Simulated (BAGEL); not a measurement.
# GeSiH5Cl (SMILES [SiH3][GeH2][Cl]), step by step

Aim: a single-point energy (HF/def2-SV(P)), then a single-point energy (NEVPT2(2,2)/def2-SV(P)), then a single-point energy (CASPT2(2,2)/def2-SV(P)) of GeSiH5Cl. 

Program for the calculation: BAGEL 1.2.2.

1 further run of the same task is left out (set aside as unsound or not needed).

## Step 1: The molecule

The species is GeSiH5Cl (8 atoms), meant as a singlet with charge 0. SMILES: `[SiH3][GeH2][Cl]`. The Si1–H5 distance was set to 2.003 Å, away from the relaxed value. At this shape a bond of the SMILES string is far longer than usual.

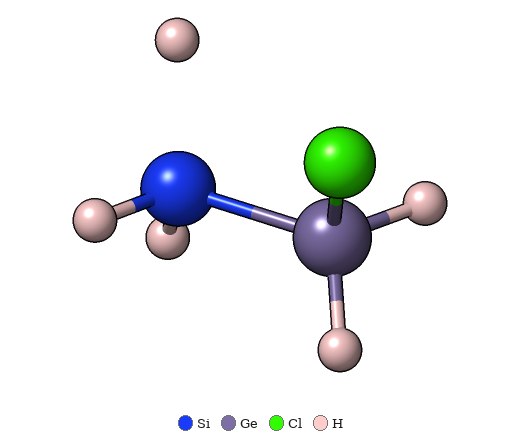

The structure, seen from a chosen angle (silicon blue, germanium purple, chlorine green, hydrogen pink).

## Step 2: The energy at HF/def2-SV(P) (density fitting with svp-jkfit) (run 1)

File input.json:

```json
{ "bagel": [

{
  "title": "molecule",
  "basis": "def2-sv_p_.json",
  "df_basis": "svp-jkfit",
  "geometry": [
    { "atom": "Si", "xyz": [ -2.10405319,  0.73573085, -0.33592905 ] },
    { "atom": "Ge", "xyz": [  0.92309909, -2.49437801,  0.45945667 ] },
    { "atom": "Cl", "xyz": [  3.23763564, -1.17478226,  3.57334738 ] },
    { "atom": "H", "xyz": [ -3.76946883, -0.04113556, -2.46149300 ] },
    { "atom": "H", "xyz": [ -0.28308097,  3.92817370, -1.24514054 ] },
    { "atom": "H", "xyz": [ -3.64399101,  1.12936080,  1.97463908 ] },
    { "atom": "H", "xyz": [  2.74630685, -2.97285667, -1.75076700 ] },
    { "atom": "H", "xyz": [ -0.23662584, -5.01130424,  1.33024247 ] }
  ]
},
{
  "title": "hf"
},
{
  "title": "print",
  "file": "orbitals.molden",
  "orbitals": true
}

]}
```

The basis set def2-SV(P) is read from a file made from the Basis Set Exchange's data (not shown).

Run with:

```sh
$ BAGEL_NUM_THREADS=1 BAGEL input.json > input.out
```

The program printed:

```text
* using 1 threads per process

  ===============================================================
  ===============================================================

  *** Geometry ***

  { "atom" : "Si", "xyz" : [     -2.104053,      0.735731,     -0.335929 ] },
  { "atom" : "Ge", "xyz" : [      0.923099,     -2.494378,      0.459457 ] },
  { "atom" : "Cl", "xyz" : [      3.237636,     -1.174782,      3.573347 ] },
  { "atom" : "H", "xyz" : [     -3.769469,     -0.041136,     -2.461493 ] },
  { "atom" : "H", "xyz" : [     -0.283081,      3.928174,     -1.245141 ] },
  { "atom" : "H", "xyz" : [     -3.643991,      1.129361,      1.974639 ] },
  { "atom" : "H", "xyz" : [      2.746307,     -2.972857,     -1.750767 ] },
  { "atom" : "H", "xyz" : [     -0.236626,     -5.011304,      1.330242 ] },

  Number of auxiliary basis functions:      612

  Since a DF basis is specified, we compute 2- and 3-index integrals:
    o Being stored without compression. Storage requirement is 0.030 GB

  Number of basis functions:       78
  Number of electrons      :       68

    * METHOD: MOLECULE                             0.27

  *** RHF ***

  === Nuclear Repulsion ===
   336.2872546547

      * DIIS with orbital gradients will be used.

  === RHF iteration (def2-sv_p_.json) ===
      0      -2826.12576601          0.00768242           0.09
      1      -2826.17784499          0.00294610           0.09
      2      -2826.18399649          0.00105724           0.09
      3      -2826.18479791          0.00026867           0.10
      4      -2826.18483093          0.00004000           0.09
      5      -2826.18483268          0.00000748           0.09
      6      -2826.18483276          0.00000227           0.09
      7      -2826.18483277          0.00000069           0.09
      8      -2826.18483277          0.00000016           0.11
      9      -2826.18483277          0.00000004           0.10
     10      -2826.18483277          0.00000001           0.09
     11      -2826.18483277          0.00000000           0.09
    * SCF iteration converged.

    * Permanent dipole moment:
           (    0.703830,     0.477346,     0.567660) a.u.

    * METHOD: HF                                   1.32

    * METHOD: PRINT                                0.01

  ===============================================================
```

Run time: 2 s. Hardware: 1 thread of Intel Xeon 6975P-C (Granite Rapids), shared host; peak memory 0.15 GiB.

## Step 3: The energy at NEVPT2(2,2)/def2-SV(P) (density fitting with svp-jkfit) (run 2)

File job.json:

```json
{ "bagel": [

{
  "title": "molecule",
  "basis": "def2-sv_p_.json",
  "df_basis": "svp-jkfit",
  "angstrom": false,
  "geometry": [
    { "atom": "Si", "xyz": [ -2.10405319,  0.73573085, -0.33592905 ] },
    { "atom": "Ge", "xyz": [  0.92309909, -2.49437801,  0.45945667 ] },
    { "atom": "Cl", "xyz": [  3.23763564, -1.17478226,  3.57334738 ] },
    { "atom": "H", "xyz": [ -3.76946883, -0.04113556, -2.46149300 ] },
    { "atom": "H", "xyz": [ -0.28308097,  3.92817370, -1.24514054 ] },
    { "atom": "H", "xyz": [ -3.64399101,  1.12936080,  1.97463908 ] },
    { "atom": "H", "xyz": [  2.74630685, -2.97285667, -1.75076700 ] },
    { "atom": "H", "xyz": [ -0.23662584, -5.01130424,  1.33024247 ] }
  ]
},
{ "title": "hf" },
{ "title": "nevpt2", "nstate": 1, "nact": 2, "nclosed": 33, "active": [33, 35], "maxiter": 200, "natocc": true, "ncore": 19 },
{ "title": "print", "file": "orbitals.molden", "orbitals": true }

]}
```

The basis set def2-SV(P) is read from a file made from the Basis Set Exchange's data (not shown).

Run with:

```sh
$ BAGEL_NUM_THREADS=1 BAGEL job.json > job.out
```

The program printed:

```text
* using 1 threads per process

  ===============================================================
  ===============================================================

  *** Geometry ***

  { "atom" : "Si", "xyz" : [     -2.104053,      0.735731,     -0.335929 ] },
  { "atom" : "Ge", "xyz" : [      0.923099,     -2.494378,      0.459457 ] },
  { "atom" : "Cl", "xyz" : [      3.237636,     -1.174782,      3.573347 ] },
  { "atom" : "H", "xyz" : [     -3.769469,     -0.041136,     -2.461493 ] },
  { "atom" : "H", "xyz" : [     -0.283081,      3.928174,     -1.245141 ] },
  { "atom" : "H", "xyz" : [     -3.643991,      1.129361,      1.974639 ] },
  { "atom" : "H", "xyz" : [      2.746307,     -2.972857,     -1.750767 ] },
  { "atom" : "H", "xyz" : [     -0.236626,     -5.011304,      1.330242 ] },

  Number of auxiliary basis functions:      612

  Since a DF basis is specified, we compute 2- and 3-index integrals:
    o Being stored without compression. Storage requirement is 0.030 GB

  Number of basis functions:       78
  Number of electrons      :       68

    * METHOD: MOLECULE                             0.26

  *** RHF ***

  === Nuclear Repulsion ===
   336.2872546547

      * DIIS with orbital gradients will be used.

  === RHF iteration (def2-sv_p_.json) ===
      0      -2826.12576601          0.00768242           0.10
      1      -2826.17784499          0.00294610           0.09
      2      -2826.18399649          0.00105724           0.09
      3      -2826.18479791          0.00026867           0.09
      4      -2826.18483093          0.00004000           0.09
      5      -2826.18483268          0.00000748           0.10
      6      -2826.18483276          0.00000227           0.09
      7      -2826.18483277          0.00000069           0.09
      8      -2826.18483277          0.00000016           0.09
      9      -2826.18483277          0.00000004           0.09
     10      -2826.18483277          0.00000001           0.09
     11      -2826.18483277          0.00000000           0.09
    * SCF iteration converged.

    * Permanent dipole moment:
           (    0.703830,     0.477346,     0.567660) a.u.

    * METHOD: HF                                   1.33

    * freezing 19 orbitals
  ---------------------------
      CASSCF calculation
  ---------------------------

    ==== Active orbitals : =====
         Orbital 33
         Orbital 35
    ============================

    * nstate   :      1
    * nclosed  :     33
    * nact     :      2
    * nvirt    :     43
  === CASSCF iteration (def2-sv_p_.json) ===

    * Using the second-order algorithm

      0  0     -2826.18681794     3.75e-04      0.02

      1  0     -2826.20916975     1.31e-03      0.45

      2  0     -2826.21073126     2.42e-04      0.57

      3  0     -2826.21077864     6.96e-05      0.44

      4  0     -2826.21078119     1.83e-05      0.44

      5  0     -2826.21078135     4.66e-06      0.46

      6  0     -2826.21078136     1.17e-06      0.43

      7  0     -2826.21078136     2.91e-07      0.46

      8  0     -2826.21078136     7.26e-08      0.45

      9  0     -2826.21078136     1.81e-08      0.44

     10  0     -2826.21078136     4.50e-09      0.35

    * Second-order optimization converged. *

     guess   0:   closed 1.                   open ..

  === FCI iteration ===

      0  0     -2826.18404202     6.98e-02      0.00
      1  0     -2826.21078116     1.57e-04      0.00
      2  0 *   -2826.21078136     3.38e-16      0.00

     * ci vector, state   0, <S^2> = 0.0000
       2.     0.9821545045
       .2    -0.1880758607

  === DF-NEVPT2 calculation ===

    * 3-index integral transformation done
    * assembly done

      NEVPT2 correlation energy:   -0.4133368265      0.09

          (+0)     -0.3903193314
          (+0)'    -0.0042529419
          (+1)     -0.0041483828
          (+1)'    -0.0000000000
          (+2)     -0.0001992135
          (-1)     -0.0121703118
          (-1)'     0.0000000000
          (-2)     -0.0022466451

      NEVPT2 total energy:       -2826.6241181831

    * METHOD: NEVPT2                               4.97

    * METHOD: PRINT                                0.01

  ===============================================================
```

Run time: 6.9 s. Hardware: 1 thread of Intel Xeon 6975P-C (Granite Rapids), shared host; peak memory 0.15 GiB.

## Step 4: A single-point energy at CASPT2(2,2)/def2-SV(P) (density fitting with svp-jkfit) (run 3)

File caspt2.json:

```json
{ "bagel" : [

{
  "title" : "molecule",
  "basis" : "def2-sv_p_.json",
  "df_basis" : "svp-jkfit",
  "angstrom" : "false",
  "geometry" : [
    { "atom" : "Si", "xyz" : [ -2.10405319,  0.73573085, -0.33592905 ] },
    { "atom" : "Ge", "xyz" : [  0.92309909, -2.49437801,  0.45945667 ] },
    { "atom" : "Cl", "xyz" : [  3.23763564, -1.17478226,  3.57334738 ] },
    { "atom" : "H", "xyz" : [ -3.76946883, -0.04113556, -2.46149300 ] },
    { "atom" : "H", "xyz" : [ -0.28308097,  3.92817370, -1.24514054 ] },
    { "atom" : "H", "xyz" : [ -3.64399101,  1.12936080,  1.97463908 ] },
    { "atom" : "H", "xyz" : [  2.74630685, -2.97285667, -1.75076700 ] },
    { "atom" : "H", "xyz" : [ -0.23662584, -5.01130424,  1.33024247 ] }
  ]
},
{ "title" : "hf", "charge" : 0 },
{ "title" : "casscf", "nstate" : 1, "nact" : 2, "nclosed" : 33, "charge" : 0, "active" : [33, 35], "maxiter" : 200, "natocc" : "true" },
{ "title" : "print", "file" : "orbitals.molden", "orbitals" : "true" },
{ "title" : "smith", "method" : "caspt2", "ms" : "true", "xms" : "true", "sssr" : "true", "shift" : 0.2, "shift_imag" : "true", "ncore" : 19 }

]}
```

The basis set def2-SV(P) is read from a file made from the Basis Set Exchange's data (not shown).

Run with:

```sh
$ BAGEL_NUM_THREADS=1 BAGEL caspt2.json > caspt2.out
```

The program printed:

```text
* using 1 threads per process

  ===============================================================
  ===============================================================

  *** Geometry ***

  { "atom" : "Si", "xyz" : [     -2.104053,      0.735731,     -0.335929 ] },
  { "atom" : "Ge", "xyz" : [      0.923099,     -2.494378,      0.459457 ] },
  { "atom" : "Cl", "xyz" : [      3.237636,     -1.174782,      3.573347 ] },
  { "atom" : "H", "xyz" : [     -3.769469,     -0.041136,     -2.461493 ] },
  { "atom" : "H", "xyz" : [     -0.283081,      3.928174,     -1.245141 ] },
  { "atom" : "H", "xyz" : [     -3.643991,      1.129361,      1.974639 ] },
  { "atom" : "H", "xyz" : [      2.746307,     -2.972857,     -1.750767 ] },
  { "atom" : "H", "xyz" : [     -0.236626,     -5.011304,      1.330242 ] },

  Number of auxiliary basis functions:      612

  Since a DF basis is specified, we compute 2- and 3-index integrals:
    o Being stored without compression. Storage requirement is 0.030 GB

  Number of basis functions:       78
  Number of electrons      :       68

    * METHOD: MOLECULE                             0.27

  *** RHF ***

  === Nuclear Repulsion ===
   336.2872546547

      * DIIS with orbital gradients will be used.

  === RHF iteration (def2-sv_p_.json) ===
      0      -2826.12576601          0.00768242           0.12
      1      -2826.17784499          0.00294610           0.09
      2      -2826.18399649          0.00105724           0.09
      3      -2826.18479791          0.00026867           0.10
      4      -2826.18483093          0.00004000           0.09
      5      -2826.18483268          0.00000748           0.09
      6      -2826.18483276          0.00000227           0.09
      7      -2826.18483277          0.00000069           0.09
      8      -2826.18483277          0.00000016           0.09
      9      -2826.18483277          0.00000004           0.09
     10      -2826.18483277          0.00000001           0.09
     11      -2826.18483277          0.00000000           0.09
    * SCF iteration converged.

    * Permanent dipole moment:
           (    0.703830,     0.477346,     0.567660) a.u.

    * METHOD: HF                                   1.40

  ---------------------------
      CASSCF calculation
  ---------------------------

    ==== Active orbitals : =====
         Orbital 33
         Orbital 35
    ============================

    * nstate   :      1
    * nclosed  :     33
    * nact     :      2
    * nvirt    :     43
  === CASSCF iteration (def2-sv_p_.json) ===

    * Using the second-order algorithm

      0  0     -2826.18681794     3.75e-04      0.02

      1  0     -2826.20916975     1.31e-03      0.44

      2  0     -2826.21073126     2.42e-04      0.40

      3  0     -2826.21077864     6.96e-05      0.42

      4  0     -2826.21078119     1.83e-05      0.43

      5  0     -2826.21078135     4.66e-06      0.46

      6  0     -2826.21078136     1.17e-06      0.44

      7  0     -2826.21078136     2.91e-07      0.45

      8  0     -2826.21078136     7.26e-08      0.41

      9  0     -2826.21078136     1.81e-08      0.40

     10  0     -2826.21078136     4.50e-09      0.41

    * Second-order optimization converged. *

     guess   0:   closed 1.                   open ..

  === FCI iteration ===

      0  0     -2826.18404202     6.98e-02      0.00
      1  0     -2826.21078116     1.57e-04      0.00
      2  0 *   -2826.21078136     3.38e-16      0.00

     * ci vector, state   0, <S^2> = 0.0000
       2.     0.9821545045
       .2    -0.1880758607

    * METHOD: CASSCF                               4.48

    * METHOD: PRINT                                0.01

  === SMITH program ===

    * freezing 19 orbitals

    * Approximate memory requirement for SMITH calulation per MPI process:
      o Storage requirement for T-amplitude, lambda, and residual is 0.01 GB
      o Storage requirement for MO integrals is 0.00 GB
    * Calculating and saving rdm4f

    * Zeroth order energy : state  0       -0.8018563523

    * CASPT2 iteration is performed using orthogonal basis

      -------------------------------------------  CASPT2 iteration  ---------------------------------------------------
       #      aibj      arbs      arbi      airj      risj      airs      arst      rist         Etot      error   time
      ------------------------------------------------------------------------------------------------------------------

       0  -0.38865  -0.00289  -0.01248  -0.00457  -0.00030  -0.00374  -0.00000  -0.00000   -0.4126362  0.0008123   0.08
       1  -0.38875  -0.00291  -0.01252  -0.00467  -0.00033  -0.00383   0.00000  -0.00000   -0.4130192  0.0001550   0.07
       2  -0.38875  -0.00291  -0.01252  -0.00468  -0.00033  -0.00383  -0.00000  -0.00000   -0.4130321  0.0000317   0.07
       3  -0.38875  -0.00291  -0.01253  -0.00467  -0.00033  -0.00383  -0.00000  -0.00000   -0.4130326  0.0000065   0.05
       4  -0.38875  -0.00291  -0.01253  -0.00468  -0.00033  -0.00383   0.00000  -0.00000   -0.4130326  0.0000011   0.05
       5  -0.38875  -0.00291  -0.01253  -0.00468  -0.00033  -0.00383  -0.00000   0.00000   -0.4130326  0.0000002   0.05

      ------------------------------------------------------------------------------------------------------------------

    * CASPT2 energy : state  0    -2826.6262941847
        w/o shift correction      -2826.6238139578
        reference weight              0.8766353108

    * METHOD: SMITH                                0.60

  ===============================================================
```

Wall time 7.2 s (1 thread of Intel Xeon 6975P-C (Granite Rapids), shared host); peak memory 0.17 GiB.

## Step 5: Results

| quantity | value |
| --- | --- |
| run 1, HF/def2-SV(P): total energy | -2826.18483 Eh |
| run 1, HF/def2-SV(P): dipole moment | 2.60 D |
| run 1, HF/def2-SV(P): HOMO energy | -10.88 eV |
| run 1, HF/def2-SV(P): LUMO energy | 2.05 eV |
| run 1, HF/def2-SV(P): HOMO–LUMO gap | 12.93 eV |
| run 2, NEVPT2(2,2)/def2-SV(P): total energy | -2826.62412 Eh |
| run 3, CASPT2(2,2)/def2-SV(P): total energy | -2826.62629 Eh |
